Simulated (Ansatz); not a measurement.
## Electronic structure of AlFHSi2 (charge −1, triplet) in real space

```
atom    x (Å)    y (Å)    z (Å)
  Al   0.2835  -2.3053   0.5335
   F  -0.8623  -1.6915   1.6752
  Si  -0.4349  -3.6724  -1.4274
  Si   0.2311  -1.6156  -1.8648
   H   1.6507  -2.5750   1.3472
```

Geometry: PBE0-D3(BJ)/def2-SVPD.

These are results of isolated molecule in a Gaussian basis; Kohn-Sham density functional theory, functional PBE0 (Ansatz), not measurements.

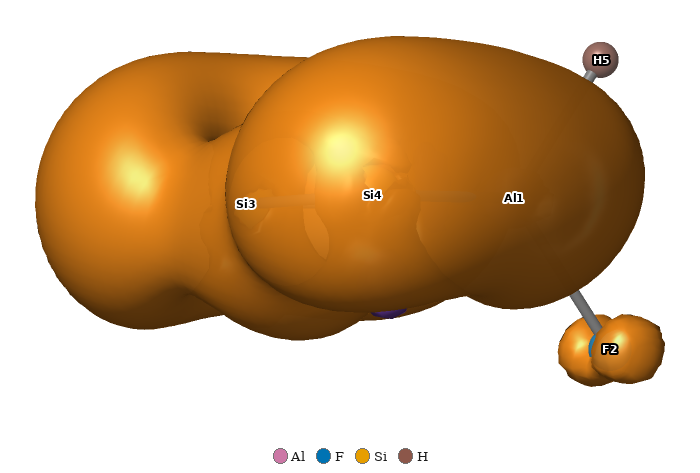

Figure 1. Isosurfaces of the spin density at +0.015 (orange) and −0.015 e/Å³ (purple), seen at a tilt.

Question: Describe the spin distribution.

Answer: The unpaired spin (2 electrons) lies mostly on Si4 (about 0.8), Si3 (about 0.8) and Al1 (about 0.3), in electrons by Hirshfeld's partition.

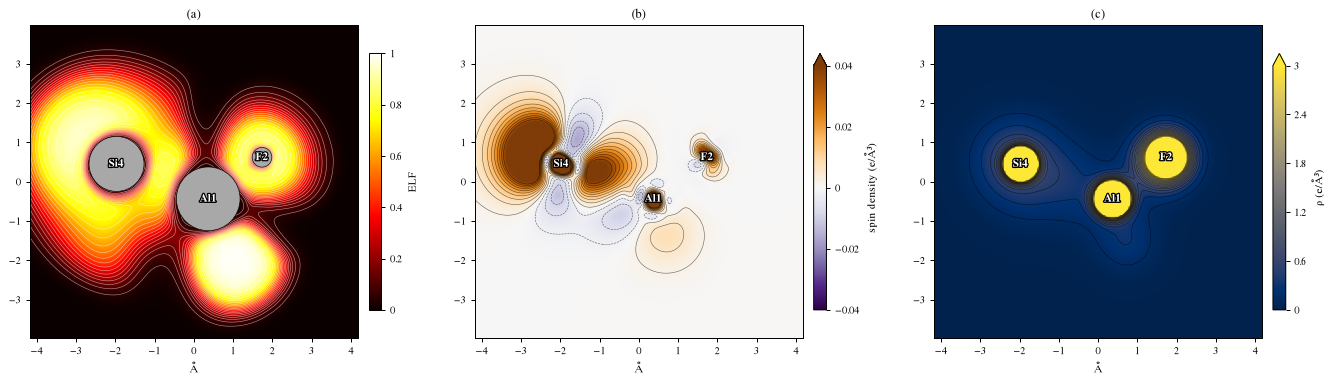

Figure 2. (a) electron localisation function; (b) spin density (α minus β); (c) electron density on the plane of atoms F2, Al1 and Si4. Grey discs cover the atomic cores in the ELF map.

Question: Describe what can be read from this map.

Answer:
- The section cuts through Al, F and Si sites.
- Al–F (1.73 Å): ρ at the midpoint is about 0.74 e/Å³; the ELF peaks at about 0.85 in the valence shell of F, 0.6 Å from its nucleus, and is about 0.35 at the midpoint.
- Al–Si (2.50 Å): ρ is about 0.39 e/Å³ halfway, with its minimum of 0.34 e/Å³ about 0.9 Å from Al; the ELF peaks at about 0.80 in the valence shell of Si, 1.2 Å from its nucleus, and is about 0.80 at the midpoint.
- The ELF also peaks beside F2 and Si4, away from the bonds: non-bonding electrons, paired or unpaired.

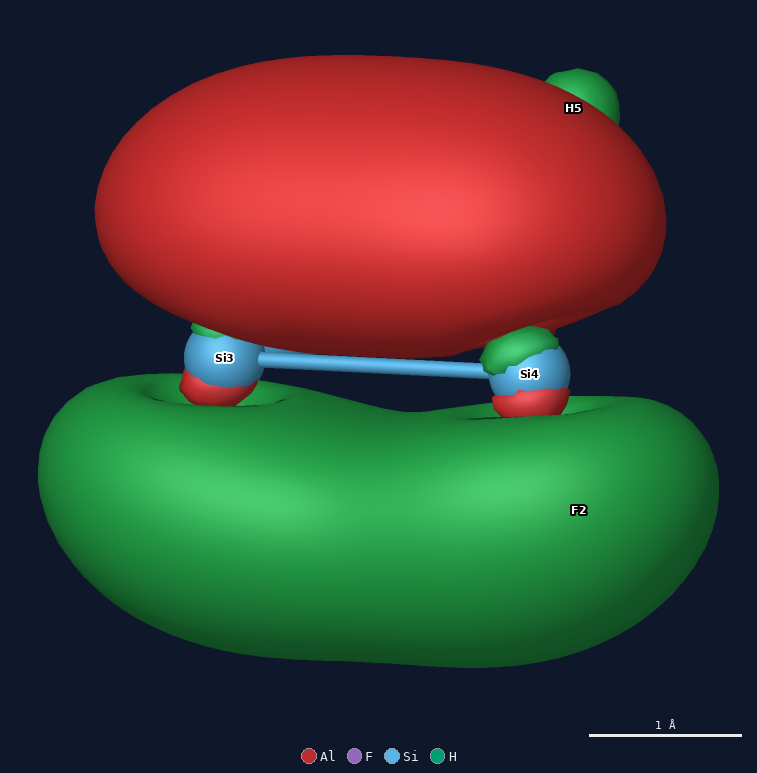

Figure 3. The HOMO−1 (α) at ±0.1 Å⁻³ᐟ² (green and red are the two phases), seen at an oblique angle.

Question: Describe this orbital and give its energy.

Answer: Its weight (Hirshfeld) is mainly on Si4 (about 45 %) and Si3 (about 45 %); π-bonding across Si4–Si3. Its energy is −1.59 eV.
